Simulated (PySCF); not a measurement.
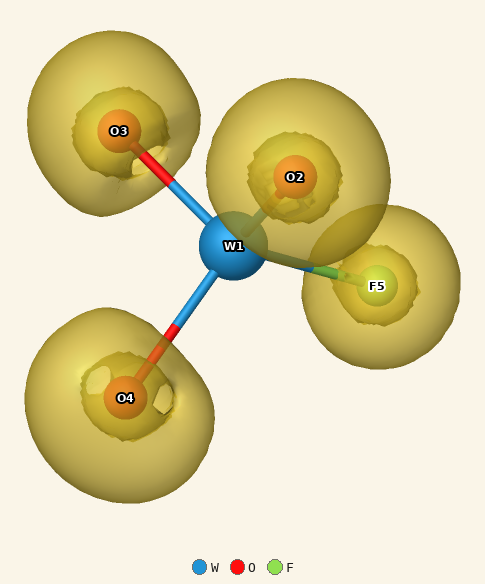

*FO3W (doublet). Isosurface of the ELF at 0.75 (yellow), seen at an oblique angle. Core shells and regions of very low density are left out.*

Geometry: PBE0-D3(BJ)/ma-def2-SVP; core potentials replace the inner electrons of W.

The calculation used PySCF 2.14.0, density-fitted response routines, DFT single point, gas phase, functional PBE0.

```yaml
atoms:
  - { symbol: W, position_ang: [0.0168, -0.0274, -0.0083] }
  - { symbol: O, position_ang: [-0.0163, -0.0149, 1.6972] }
  - { symbol: O, position_ang: [1.6365, 0.1566, -0.5118] }
  - { symbol: O, position_ang: [-0.8383, 1.5565, -0.5314] }
  - { symbol: F, position_ang: [-0.7263, -1.6022, -0.6899] }
```

Q: Describe the localisation domains.

A: At this value the surface marks out one region wrapped around F (its valence shell) and three regions wrapped around O (the valence shell of each). Profiles from the grid: W–O (1.71 Å): the ELF peaks at about 0.80 in the valence shell of O, 0.6 Å from its nucleus, and drops to about 0.40 between the two atoms. W–F (1.87 Å): the ELF peaks at about 0.80 in the valence shell of F, 0.5 Å from its nucleus, and drops to about 0.20 between the two atoms.
